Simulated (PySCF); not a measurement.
SMILES C(=O)([SiH2]CC(C)C)C (C₆H₁₄OSi) at its GFN2-xTB optimised geometry (Å):

```
22

C      3.4256     1.8314     0.0000
C      1.9213     1.8314     0.0000
O      1.2801     2.8579     0.0000
Si     1.0423     0.1156     0.0433
C     -0.6972     0.3459    -0.6726
C     -1.7068    -0.7357    -0.2805
C     -1.2715    -2.1050    -0.7913
C     -3.0905    -0.3862    -0.8262
H      3.8231     2.8416     0.0691
H      3.7722     1.3629    -0.9180
H      3.7804     1.2299     0.8331
H      1.0125    -0.2986     1.4518
H      1.8808    -0.8255    -0.7114
H     -0.6457     0.3951    -1.7638
H     -1.0749     1.3171    -0.3430
H     -1.7674    -0.7774     0.8127
H     -0.3279    -2.4018    -0.3398
H     -2.0196    -2.8579    -0.5512
H     -1.1437    -2.0821    -1.8718
H     -3.0704    -0.3503    -1.9136
H     -3.8231    -1.1306    -0.5218
H     -3.4159     0.5840    -0.4575
```

Calculation: PySCF with B3LYP/def2-SVP.

Map of the log10 of the electron density (e/bohr³), floored at −4 on the plane z = 0.6 Å:

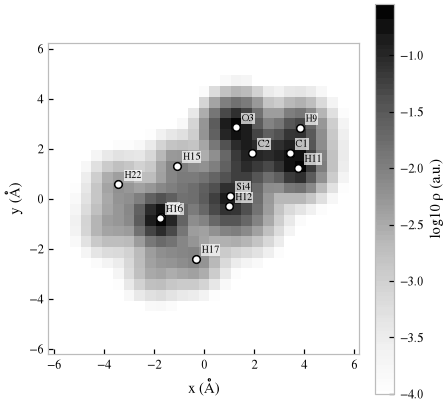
Figure. Log10 of the electron density (e/bohr³), floored at −4 on the plane z = 0.6 Å.
